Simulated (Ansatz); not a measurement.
# SiGeH₂ (triplet): wB97M-V, B2PLYP, RPA-PBE over vertical spin and charge gaps and displaced geometries, cc-pVDZ

How well do these functionals follow the top wave-function level for SiGeH₂ (triplet) over vertical spin and charge gaps and displaced geometries?

Program: Ansatz 0.2.0, Gaussian basis. Level of theory: cc-pVDZ, all electrons in the functionals, frozen cores in the correlation of double hybrids and RPA. These are calculated values, not measurements.

To be run: wB97M-V, B2PLYP, RPA-PBE, at charge 0, triplet; charge 0, singlet; charge 0, quintet; charge 1, doublet; charge 1, quartet; displaced geometry v1; displaced geometry v2.

23 further runs of the same task are left out: 7 that didn't finish, 16 set aside as unsound or not needed.

### Step 1. The geometry

The geometry is a PBE0/def2-TZVP stationary point (not a proven minimum). No spin-orbit coupling is included. The filled d shell of Ge may be among the frozen orbitals whatever the setting's name suggests; the logs give the count.

4 atoms, charge 0, spin multiplicity 3.

Atoms are counted from 1 here; the program's logs count them from 0.

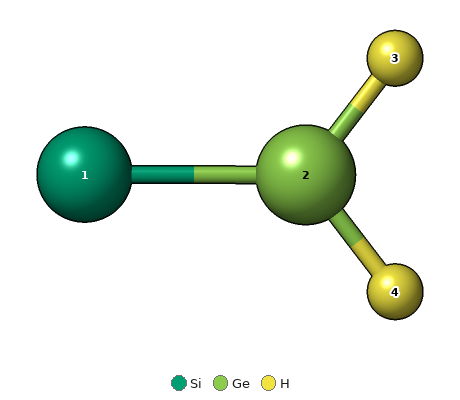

The geometry (silicon teal, germanium green, hydrogen yellow); atoms are numbered from 1 in the order of the file.

No dispersion term is added; wB97M-V holds VV10 nonlocal correlation.

The geometry shown and the zero of energy belong to the point charge 0, triplet. The yardstick, UCCSDT(Q), and other wave-function levels (R restricted, U unrestricted, valence and pair active spaces) come from earlier runs.

### Step 2. wB97M-V, charge 0, triplet

File in.yaml:

```yaml
crystal:
  periodic: [false, false, false]
  atoms:
    - {symbol: Si, position_ang: [0.000000, 0.000000, 1.710377]}
    - {symbol: Ge, position_ang: [0.000000, 0.000000, -0.618031]}
    - {symbol: H, position_ang: [0.000000, 1.233005, -1.559134]}
    - {symbol: H, position_ang: [0.000000, -1.233005, -1.559134]}
basis:
  gaussian: {orbitals: cc-pVDZ}
magnetization: {spin_polarized: true, initial_magnetization: 2}
hamiltonian: {xc: {name: wB97M-V}}
output: {orbitals: {seedname: orbitals}}
```

Command:

```bash
$ ansatz run in.yaml --threads 1 --pin off --events-out ev --progress --plain --max-ram 2393MiB
```

Log, shortened:

```text
Functional definition: wB97M-V
  name "wB97M-V"
  cite "Mardirossian & Head-Gordon, J. Chem. Phys. 144, 214110 (2016) doi:10.1063/1.4952647"
  cite "Becke, J. Chem. Phys. 107, 8554 (1997) doi:10.1063/1.475007"
  cite "Vydrov & Van Voorhis, J. Chem. Phys. 133, 244103 (2010) doi:10.1063/1.3521275"
  # Of w^i u^j: cxij and so on, Table III.
[...]
  gx(w, u) = 1 - cx + cx01*u + cx10*w
  gss(w, u) = css00 + css04*u^4 + css10*w + css20*w^2 + css43*w^4*u^3
  gos(w, u) = cos00 + cos10*w + (cos20 + cos21*u)*w^2 + (cos60 + cos61*u)*w^6
[...]
      + integral(e_c_pw_mod_opposite_spin*gos(b97_w_opposite, b97_u_opposite)) + vv10(b, c)
598 factors; integrals over basis functions are off by at most 1.2e-3 eV
183 factors; integrals over basis functions are off by at most 8.3e-6 eV
[...]
mean field -64420.63833916 eV, -2367.4147930871 hartree, gradient 3.8e-5 eV, S^2 2.002281; 1 other end points of the search recorded, 0 dependent functions left out
reference -64420.63837247 eV, -2367.4147943111 hartree; 25, 23 occupied and 30, 32 virtual orbitals, 598 factors
Total energy: -64420.63837247 eV, -2367.4147943111 hartree
```

Wall time 12 s (1 thread of Arm Neoverse V1, shared host).

From the report: ⟨S²⟩ of the determinant 2.002 (pure triplet: 2.00).

### Step 3. wB97M-V, charge 0, singlet

in.yaml: that of step 2 with these lines changed.

```diff
@@ -9,4 +9,4 @@
   gaussian: {orbitals: cc-pVDZ}
-magnetization: {spin_polarized: true, initial_magnetization: 2}
+magnetization: {spin_polarized: true, initial_magnetization: 0}
 hamiltonian: {xc: {name: wB97M-V}}
-output: {orbitals: {seedname: orbitals}}
+output: {forces: true, orbitals: {seedname: orbitals}}
```

Same command.

Log, shortened:

```text
Functional definition: wB97M-V
  name "wB97M-V"
  cite "Mardirossian & Head-Gordon, J. Chem. Phys. 144, 214110 (2016) doi:10.1063/1.4952647"
  cite "Becke, J. Chem. Phys. 107, 8554 (1997) doi:10.1063/1.475007"
  cite "Vydrov & Van Voorhis, J. Chem. Phys. 133, 244103 (2010) doi:10.1063/1.3521275"
  # Of w^i u^j: cxij and so on, Table III.
[...]
  gx(w, u) = 1 - cx + cx01*u + cx10*w
  gss(w, u) = css00 + css04*u^4 + css10*w + css20*w^2 + css43*w^4*u^3
  gos(w, u) = cos00 + cos10*w + (cos20 + cos21*u)*w^2 + (cos60 + cos61*u)*w^6
[...]
      + integral(e_c_pw_mod_opposite_spin*gos(b97_w_opposite, b97_u_opposite)) + vv10(b, c)
598 factors; integrals over basis functions are off by at most 1.2e-3 eV
183 factors; integrals over basis functions are off by at most 8.3e-6 eV
[...]
mean field -64420.91401619 eV, -2367.4249240313 hartree, gradient 6.8e-6 eV, S^2 0.000000; 3 other end points of the search recorded, 0 dependent functions left out
[...]
reference -64420.91405040 eV, -2367.4249252882 hartree; 24, 24 occupied and 31, 31 virtual orbitals, 598 factors
Total energy: -64420.91405040 eV, -2367.4249252882 hartree
Atom 0 at     0.000000     0.000000     1.710377 Å, force     0.000000     0.000000    -1.430783 eV/Å
Atom 1 at     0.000000     0.000000    -0.618031 Å, force    -0.000000    -0.000000     0.883663 eV/Å
Atom 2 at     0.000000     1.233005    -1.559134 Å, force     0.000000    -0.059496     0.273560 eV/Å
Atom 3 at     0.000000    -1.233005    -1.559134 Å, force    -0.000000     0.059496     0.273560 eV/Å
Dipole moment:    -0.000000    -0.000000     0.064157 e Å
```

Run time: 22 s. Hardware: 1 thread of Arm Neoverse V1, shared host.

From the report: ⟨S²⟩ of the determinant 0.000 (pure singlet: 0.00).

From charge 0, triplet: -0.276 eV.

### Step 4. wB97M-V, charge 0, quintet

in.yaml: that of step 3 with these lines changed.

```diff
@@ -9,4 +9,4 @@
   gaussian: {orbitals: cc-pVDZ}
-magnetization: {spin_polarized: true, initial_magnetization: 0}
+magnetization: {spin_polarized: true, initial_magnetization: 4}
 hamiltonian: {xc: {name: wB97M-V}}
-output: {forces: true, orbitals: {seedname: orbitals}}
+output: {orbitals: {seedname: orbitals}}
```

The command is unchanged.

Log, shortened:

```text
Functional definition: wB97M-V
  name "wB97M-V"
  cite "Mardirossian & Head-Gordon, J. Chem. Phys. 144, 214110 (2016) doi:10.1063/1.4952647"
  cite "Becke, J. Chem. Phys. 107, 8554 (1997) doi:10.1063/1.475007"
  cite "Vydrov & Van Voorhis, J. Chem. Phys. 133, 244103 (2010) doi:10.1063/1.3521275"
  # Of w^i u^j: cxij and so on, Table III.
[...]
  gx(w, u) = 1 - cx + cx01*u + cx10*w
  gss(w, u) = css00 + css04*u^4 + css10*w + css20*w^2 + css43*w^4*u^3
  gos(w, u) = cos00 + cos10*w + (cos20 + cos21*u)*w^2 + (cos60 + cos61*u)*w^6
[...]
      + integral(e_c_pw_mod_opposite_spin*gos(b97_w_opposite, b97_u_opposite)) + vv10(b, c)
598 factors; integrals over basis functions are off by at most 1.2e-3 eV
183 factors; integrals over basis functions are off by at most 8.3e-6 eV
[...]
mean field -64417.93479999 eV, -2367.3154398551 hartree, gradient 5.4e-5 eV, S^2 6.003394; 0 other end points of the search recorded, 0 dependent functions left out
reference -64417.93483247 eV, -2367.3154410489 hartree; 26, 22 occupied and 29, 33 virtual orbitals, 598 factors
Total energy: -64417.93483247 eV, -2367.3154410489 hartree
```

Run time: 11 s. Hardware: 1 thread of Arm Neoverse V1, shared host.

From the report: ⟨S²⟩ of the determinant 6.003 (pure quintet: 6.00).

From charge 0, triplet: +2.704 eV.

### Step 5. wB97M-V, charge 1, doublet

in.yaml: that of step 4 with these lines changed.

```diff
@@ -9,4 +9,5 @@
   gaussian: {orbitals: cc-pVDZ}
-magnetization: {spin_polarized: true, initial_magnetization: 4}
+total_charge: 1
+magnetization: {spin_polarized: true, initial_magnetization: 1}
 hamiltonian: {xc: {name: wB97M-V}}
-output: {orbitals: {seedname: orbitals}}
+output: {forces: true, orbitals: {seedname: orbitals}}
```

Launched as before.

Log, shortened:

```text
Functional definition: wB97M-V
  name "wB97M-V"
  cite "Mardirossian & Head-Gordon, J. Chem. Phys. 144, 214110 (2016) doi:10.1063/1.4952647"
  cite "Becke, J. Chem. Phys. 107, 8554 (1997) doi:10.1063/1.475007"
  cite "Vydrov & Van Voorhis, J. Chem. Phys. 133, 244103 (2010) doi:10.1063/1.3521275"
  # Of w^i u^j: cxij and so on, Table III.
[...]
  gx(w, u) = 1 - cx + cx01*u + cx10*w
  gss(w, u) = css00 + css04*u^4 + css10*w + css20*w^2 + css43*w^4*u^3
  gos(w, u) = cos00 + cos10*w + (cos20 + cos21*u)*w^2 + (cos60 + cos61*u)*w^6
[...]
      + integral(e_c_pw_mod_opposite_spin*gos(b97_w_opposite, b97_u_opposite)) + vv10(b, c)
598 factors; integrals over basis functions are off by at most 1.2e-3 eV
183 factors; integrals over basis functions are off by at most 8.3e-6 eV
[...]
mean field -64413.36906262 eV, -2367.1476521017 hartree, gradient 2.6e-5 eV, S^2 0.751354; 1 other end points of the search recorded, 0 dependent functions left out
[...]
reference -64413.36909779 eV, -2367.1476533940 hartree; 24, 23 occupied and 31, 32 virtual orbitals, 598 factors
Total energy: -64413.36909779 eV, -2367.1476533940 hartree
Atom 0 at     0.000000     0.000000     1.710377 Å, force    -0.000000     0.000000     0.444006 eV/Å
Atom 1 at     0.000000     0.000000    -0.618031 Å, force     0.000000    -0.000000    -1.320667 eV/Å
Atom 2 at     0.000000     1.233005    -1.559134 Å, force     0.000000    -0.077215     0.438331 eV/Å
Atom 3 at     0.000000    -1.233005    -1.559134 Å, force    -0.000000     0.077215     0.438331 eV/Å
Dipole moment:     0.000000     0.000000     0.478759 e Å
```

Run time: 16 s. Hardware: 1 thread of Arm Neoverse V1, shared host.

From the report: ⟨S²⟩ of the determinant 0.751 (pure doublet: 0.75).

From charge 0, triplet: +7.269 eV.

### Step 6. wB97M-V, charge 1, quartet

in.yaml: that of step 5 with these lines changed.

```diff
@@ -10,3 +10,3 @@
 total_charge: 1
-magnetization: {spin_polarized: true, initial_magnetization: 1}
+magnetization: {spin_polarized: true, initial_magnetization: 3}
 hamiltonian: {xc: {name: wB97M-V}}
```

Launched as before.

Log, shortened:

```text
Functional definition: wB97M-V
  name "wB97M-V"
  cite "Mardirossian & Head-Gordon, J. Chem. Phys. 144, 214110 (2016) doi:10.1063/1.4952647"
  cite "Becke, J. Chem. Phys. 107, 8554 (1997) doi:10.1063/1.475007"
  cite "Vydrov & Van Voorhis, J. Chem. Phys. 133, 244103 (2010) doi:10.1063/1.3521275"
  # Of w^i u^j: cxij and so on, Table III.
[...]
  gx(w, u) = 1 - cx + cx01*u + cx10*w
  gss(w, u) = css00 + css04*u^4 + css10*w + css20*w^2 + css43*w^4*u^3
  gos(w, u) = cos00 + cos10*w + (cos20 + cos21*u)*w^2 + (cos60 + cos61*u)*w^6
[...]
      + integral(e_c_pw_mod_opposite_spin*gos(b97_w_opposite, b97_u_opposite)) + vv10(b, c)
598 factors; integrals over basis functions are off by at most 1.2e-3 eV
183 factors; integrals over basis functions are off by at most 8.3e-6 eV
[...]
mean field -64411.55831940 eV, -2367.0811085154 hartree, gradient 2.1e-5 eV, S^2 3.753261; 1 other end points of the search recorded, 0 dependent functions left out
[...]
reference -64411.55835318 eV, -2367.0811097570 hartree; 25, 22 occupied and 30, 33 virtual orbitals, 598 factors
Total energy: -64411.55835318 eV, -2367.0811097570 hartree
Atom 0 at     0.000000     0.000000     1.710377 Å, force    -0.000000     0.000000    -0.328864 eV/Å
Atom 1 at     0.000000     0.000000    -0.618031 Å, force     0.000000     0.000000    -1.074745 eV/Å
Atom 2 at     0.000000     1.233005    -1.559134 Å, force     0.000000     0.201252     0.701804 eV/Å
Atom 3 at     0.000000    -1.233005    -1.559134 Å, force    -0.000000    -0.201252     0.701804 eV/Å
Dipole moment:     0.000000     0.000000     0.386588 e Å
```

Wall time 14 s (1 thread of Arm Neoverse V1, shared host).

From the report: ⟨S²⟩ of the determinant 3.753 (pure quartet: 3.75).

From charge 0, triplet: +9.080 eV.

### Step 7. wB97M-V, displaced geometry v1

File in.yaml:

```yaml
crystal:
  periodic: [false, false, false]
  atoms:
    - {symbol: Si, position_ang: [0.000673, 0.011182, 1.719025]}
    - {symbol: Ge, position_ang: [-0.000161, -0.004960, -0.620536]}
    - {symbol: H, position_ang: [0.047803, 1.287355, -1.604252]}
    - {symbol: H, position_ang: [-0.054973, -1.241469, -1.574450]}
basis:
  gaussian: {orbitals: cc-pVDZ}
magnetization: {spin_polarized: true, initial_magnetization: 2}
hamiltonian: {xc: {name: wB97M-V}}
output: {orbitals: {seedname: orbitals}}
```

Same command.

Log, shortened:

```text
Functional definition: wB97M-V
  name "wB97M-V"
  cite "Mardirossian & Head-Gordon, J. Chem. Phys. 144, 214110 (2016) doi:10.1063/1.4952647"
  cite "Becke, J. Chem. Phys. 107, 8554 (1997) doi:10.1063/1.475007"
  cite "Vydrov & Van Voorhis, J. Chem. Phys. 133, 244103 (2010) doi:10.1063/1.3521275"
  # Of w^i u^j: cxij and so on, Table III.
[...]
  gx(w, u) = 1 - cx + cx01*u + cx10*w
  gss(w, u) = css00 + css04*u^4 + css10*w + css20*w^2 + css43*w^4*u^3
  gos(w, u) = cos00 + cos10*w + (cos20 + cos21*u)*w^2 + (cos60 + cos61*u)*w^6
[...]
      + integral(e_c_pw_mod_opposite_spin*gos(b97_w_opposite, b97_u_opposite)) + vv10(b, c)
598 factors; integrals over basis functions are off by at most 1.3e-3 eV
183 factors; integrals over basis functions are off by at most 8.3e-6 eV
[...]
mean field -64420.59405637 eV, -2367.4131657245 hartree, gradient 5.5e-5 eV, S^2 2.002259; 2 other end points of the search recorded, 0 dependent functions left out
reference -64420.59408973 eV, -2367.4131669504 hartree; 25, 23 occupied and 30, 32 virtual orbitals, 598 factors
Total energy: -64420.59408973 eV, -2367.4131669504 hartree
```

It took 13 s on 1 thread of Arm Neoverse V1, shared host.

From the report: ⟨S²⟩ of the determinant 2.002 (pure triplet: 2.00).

From charge 0, triplet: +0.044 eV.

### Step 8. wB97M-V, displaced geometry v2

File in.yaml:

```yaml
crystal:
  periodic: [false, false, false]
  atoms:
    - {symbol: Si, position_ang: [0.117485, -0.004906, 1.701934]}
    - {symbol: Ge, position_ang: [-0.047389, 0.003467, -0.614880]}
    - {symbol: H, position_ang: [0.029232, 1.204049, -1.564163]}
    - {symbol: H, position_ang: [0.112340, -1.317231, -1.545949]}
basis:
  gaussian: {orbitals: cc-pVDZ}
magnetization: {spin_polarized: true, initial_magnetization: 2}
hamiltonian: {xc: {name: wB97M-V}}
output: {forces: true, orbitals: {seedname: orbitals}}
```

Launched as before.

Log, shortened:

```text
Functional definition: wB97M-V
  name "wB97M-V"
  cite "Mardirossian & Head-Gordon, J. Chem. Phys. 144, 214110 (2016) doi:10.1063/1.4952647"
  cite "Becke, J. Chem. Phys. 107, 8554 (1997) doi:10.1063/1.475007"
  cite "Vydrov & Van Voorhis, J. Chem. Phys. 133, 244103 (2010) doi:10.1063/1.3521275"
  # Of w^i u^j: cxij and so on, Table III.
[...]
  gx(w, u) = 1 - cx + cx01*u + cx10*w
  gss(w, u) = css00 + css04*u^4 + css10*w + css20*w^2 + css43*w^4*u^3
  gos(w, u) = cos00 + cos10*w + (cos20 + cos21*u)*w^2 + (cos60 + cos61*u)*w^6
[...]
      + integral(e_c_pw_mod_opposite_spin*gos(b97_w_opposite, b97_u_opposite)) + vv10(b, c)
598 factors; integrals over basis functions are off by at most 1.3e-3 eV
183 factors; integrals over basis functions are off by at most 8.2e-6 eV
[...]
mean field -64420.58172173 eV, -2367.4127124351 hartree, gradient 5.7e-5 eV, S^2 2.003064; 2 other end points of the search recorded, 0 dependent functions left out
[...]
reference -64420.58175503 eV, -2367.4127136587 hartree; 25, 23 occupied and 30, 32 virtual orbitals, 598 factors
Total energy: -64420.58175503 eV, -2367.4127136587 hartree
Atom 0 at     0.117485    -0.004906     1.701934 Å, force    -0.045943     0.021080     0.122486 eV/Å
Atom 1 at    -0.047389     0.003467    -0.614880 Å, force     0.258985    -1.065914    -0.484862 eV/Å
Atom 2 at     0.029232     1.204049    -1.564163 Å, force    -0.050149     0.180922    -0.177551 eV/Å
Atom 3 at     0.112340    -1.317231    -1.545949 Å, force    -0.162893     0.863913     0.539928 eV/Å
Dipole moment:    -0.027967     0.032589    -0.155109 e Å
```

Run time: 16 s. Hardware: 1 thread of Arm Neoverse V1, shared host.

From the report: ⟨S²⟩ of the determinant 2.003 (pure triplet: 2.00).

From charge 0, triplet: +0.057 eV.

### Step 9. B2PLYP, charge 0, triplet

File in.yaml:

```yaml
crystal:
  periodic: [false, false, false]
  atoms:
    - {symbol: Si, position_ang: [0.000000, 0.000000, 1.710377]}
    - {symbol: Ge, position_ang: [0.000000, 0.000000, -0.618031]}
    - {symbol: H, position_ang: [0.000000, 1.233005, -1.559134]}
    - {symbol: H, position_ang: [0.000000, -1.233005, -1.559134]}
basis:
  gaussian: {orbitals: cc-pVDZ}
magnetization: {spin_polarized: true, initial_magnetization: 2}
hamiltonian: {xc: {name: B2PLYP}}
correlation: {electrons: outside_noble_gas}
```

The command is unchanged.

Log, shortened:

```text
Functional definition: B2PLYP
  name "B2PLYP"
  cite "Grimme, J. Chem. Phys. 124, 034108 (2006) doi:10.1063/1.2148954"
  cite "Becke, Phys. Rev. A 38, 3098 (1988) doi:10.1103/PhysRevA.38.3098"
  cite "Lee, Yang & Parr, Phys. Rev. B 37, 785 (1988) doi:10.1103/PhysRevB.37.785"
[...]
598 factors; integrals over basis functions are off by at most 1.2e-3 eV
[...]
mean field -64408.24022802 eV, -2366.9591709063 hartree, gradient 2.8e-6 eV, S^2 2.010639; 2 other end points of the search recorded, 0 dependent functions left out
19 core orbitals not correlated: weight in the atoms' cores, before any rotation towards them, 0.999 or more for the frozen orbitals, at most 0.001 for the correlated occupied ones
reference -64408.24036352 eV, -2366.9591758862 hartree; 6, 4 occupied and 30, 32 virtual orbitals, 598 factors
second order -5.09765598 eV of doubles, -0.00000000 eV of singles
Total energy: -64409.61673064 eV, -2367.0097564447 hartree
```

Run time: 3.4 s. Hardware: 1 thread of Arm Neoverse V1, shared host.

From the report: ⟨S²⟩ of the determinant 2.011 (pure triplet: 2.00).

### Step 10. B2PLYP, charge 0, singlet

in.yaml: that of step 9 with these lines changed.

```diff
@@ -9,3 +9,3 @@
   gaussian: {orbitals: cc-pVDZ}
-magnetization: {spin_polarized: true, initial_magnetization: 2}
+magnetization: {spin_polarized: true, initial_magnetization: 0}
 hamiltonian: {xc: {name: B2PLYP}}
```

Launched as before.

Log, shortened:

```text
Functional definition: B2PLYP
  name "B2PLYP"
  cite "Grimme, J. Chem. Phys. 124, 034108 (2006) doi:10.1063/1.2148954"
  cite "Becke, Phys. Rev. A 38, 3098 (1988) doi:10.1103/PhysRevA.38.3098"
  cite "Lee, Yang & Parr, Phys. Rev. B 37, 785 (1988) doi:10.1103/PhysRevB.37.785"
[...]
598 factors; integrals over basis functions are off by at most 1.2e-3 eV
[...]
mean field -64408.29035209 eV, -2366.9610129322 hartree, gradient 1.2e-8 eV, S^2 0.393845; 11 other end points of the search recorded, 0 dependent functions left out
19 core orbitals not correlated: weight in the atoms' cores, before any rotation towards them, 0.999 or more for the frozen orbitals, at most 0.001 for the correlated occupied ones
reference -64408.29048592 eV, -2366.9610178503 hartree; 5, 5 occupied and 31, 31 virtual orbitals, 598 factors
second order -5.82964830 eV of doubles, -0.00000000 eV of singles
Total energy: -64409.86449096 eV, -2367.0188614686 hartree
```

Wall time 27 s (1 thread of Arm Neoverse V1, shared host).

From the report: ⟨S²⟩ of the determinant 0.394 (pure singlet: 0.00).

From charge 0, triplet: -0.248 eV.

### Step 11. B2PLYP, charge 0, quintet

in.yaml: that of step 10 with these lines changed.

```diff
@@ -9,3 +9,3 @@
   gaussian: {orbitals: cc-pVDZ}
-magnetization: {spin_polarized: true, initial_magnetization: 0}
+magnetization: {spin_polarized: true, initial_magnetization: 4}
 hamiltonian: {xc: {name: B2PLYP}}
```

Same command.

Log, shortened:

```text
Functional definition: B2PLYP
  name "B2PLYP"
  cite "Grimme, J. Chem. Phys. 124, 034108 (2006) doi:10.1063/1.2148954"
  cite "Becke, Phys. Rev. A 38, 3098 (1988) doi:10.1103/PhysRevA.38.3098"
  cite "Lee, Yang & Parr, Phys. Rev. B 37, 785 (1988) doi:10.1103/PhysRevB.37.785"
[...]
598 factors; integrals over basis functions are off by at most 1.2e-3 eV
[...]
mean field -64405.80938179 eV, -2366.8698389553 hartree, gradient 4.5e-6 eV, S^2 6.005291; 0 other end points of the search recorded, 0 dependent functions left out
19 core orbitals not correlated: weight in the atoms' cores, before any rotation towards them, 0.999 or more for the frozen orbitals, at most 0.000 for the correlated occupied ones
reference -64405.80951645 eV, -2366.8698439037 hartree; 7, 3 occupied and 29, 33 virtual orbitals, 598 factors
second order -4.44625344 eV of doubles, -0.00000000 eV of singles
Total energy: -64407.01000487 eV, -2366.9139610398 hartree
```

Run time: 2.8 s. Hardware: 1 thread of Arm Neoverse V1, shared host.

From the report: ⟨S²⟩ of the determinant 6.005 (pure quintet: 6.00).

From charge 0, triplet: +2.607 eV.

### Step 12. B2PLYP, charge 1, doublet

in.yaml: that of step 11 with these lines changed.

```diff
@@ -9,3 +9,4 @@
   gaussian: {orbitals: cc-pVDZ}
-magnetization: {spin_polarized: true, initial_magnetization: 4}
+total_charge: 1
+magnetization: {spin_polarized: true, initial_magnetization: 1}
 hamiltonian: {xc: {name: B2PLYP}}
```

Same command.

Log, shortened:

```text
Functional definition: B2PLYP
  name "B2PLYP"
  cite "Grimme, J. Chem. Phys. 124, 034108 (2006) doi:10.1063/1.2148954"
  cite "Becke, Phys. Rev. A 38, 3098 (1988) doi:10.1103/PhysRevA.38.3098"
  cite "Lee, Yang & Parr, Phys. Rev. B 37, 785 (1988) doi:10.1103/PhysRevB.37.785"
[...]
598 factors; integrals over basis functions are off by at most 1.2e-3 eV
[...]
mean field -64401.02338186 eV, -2366.6939567018 hartree, gradient 2.8e-6 eV, S^2 0.754581; 4 other end points of the search recorded, 0 dependent functions left out
19 core orbitals not correlated: weight in the atoms' cores, before any rotation towards them, 0.999 or more for the frozen orbitals, at most 0.000 for the correlated occupied ones
reference -64401.02351185 eV, -2366.6939614788 hartree; 5, 4 occupied and 31, 32 virtual orbitals, 598 factors
second order -4.72903126 eV of doubles, -0.00000000 eV of singles
Total energy: -64402.30035029 eV, -2366.7408844260 hartree
```

Wall time 4.3 s (1 thread of Arm Neoverse V1, shared host).

From the report: ⟨S²⟩ of the determinant 0.755 (pure doublet: 0.75).

From charge 0, triplet: +7.316 eV.

(Part 1 of 2 ends here.)
